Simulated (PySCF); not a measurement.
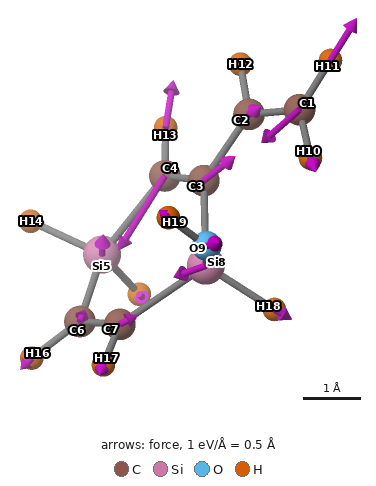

Starting geometry of C$_{6}$H$_{10}$OSi$_{2}$ with the computed forces as purple arrows. The picture is a ball-and-stick view, seen from a free direction.

The start comes from GFN2-xTB. Its atoms were then displaced at random by about 0.01 Å.

All numbers below come from PySCF, PBE0-D3(BJ)/def2-SVP geometry optimisation, gas phase. 

> Is this structure relaxed? If not, where do the atoms go?

It isn't relaxed: the largest force vector, on a C atom, is 3.18 eV/Å. The final displacements have little in common with the starting forces (cosine between the two patterns 0.06). Over 11 geometry steps the energy falls by 30.8 kJ/mol. The largest move after the best rigid fit is that of an H atom, 0.55 Å. By element the largest moves are H 0.55 Å, O 0.28 Å, C 0.22 Å, Si 0.20 Å. Among the contacts that change: C–H 1.051 → 1.103 Å, O–Si 1.625 → 1.675 Å, Si–Si 3.441 → 3.483 Å, C–Si 1.907 → 1.866 Å. Bond angles that change, for instance: Si–O–H 123.9° → 115.9°, C–C–H 122.5° → 116.7°, C–C–Si 123.7° → 127.4°.
